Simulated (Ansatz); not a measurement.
**Fields on a plane of Ca (fcc, Cu type)**

```xyz
1
Lattice="0.0000 2.7633 2.7633 2.7633 0.0000 2.7633 2.7633 2.7633 0.0000" Properties=species:S:1:pos:R:3 pbc="T T T"
Ca     0.0000     0.0000     0.0000
```

The slice is a {111} plane (indices of the conventional cell) through the point (0.000, 0.000, 0.000) (fractional), spanned by u = [100] and v = [-1 2 0] in vectors of this cell: u (3.91 Å) and v (6.77 Å, at 90° to u). It covers one period; positions are fractions (u, v).

Atoms on it: Ca at (0.00, 0.00); Ca at (0.50, 0.50).

These are PBE (plane waves to 420 eV, PAW, scalar-relativistic; Ansatz, a program for electronic structure) values and carry that method's errors. k mesh 15×15×15. Inside the PAW spheres the values are not all-electron values, and peaks at nuclei hang on which shells count as valence. Ca was relaxed with its symmetry unable to fall.

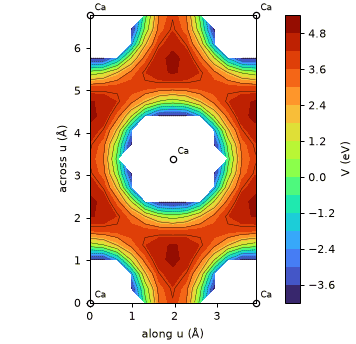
Figure. Electrostatic potential energy of an electron, from the cell's mean, in eV, one period of the plane, atoms marked. Points within 1 Å of a nucleus are left white, as the pseudised field means little there. Values under -4 eV are set to -4. The zero, the cell's mean, hangs on the PAW cores.

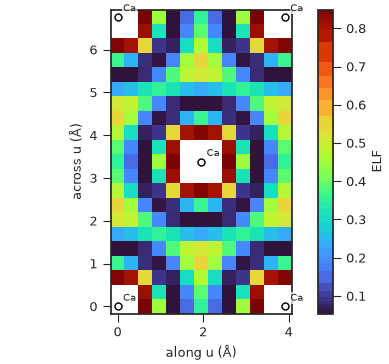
*Electron localisation function (ELF), one period of the plane, atoms marked. Points within 0.5 Å of a nucleus are left white, as the pseudised field means little there.*
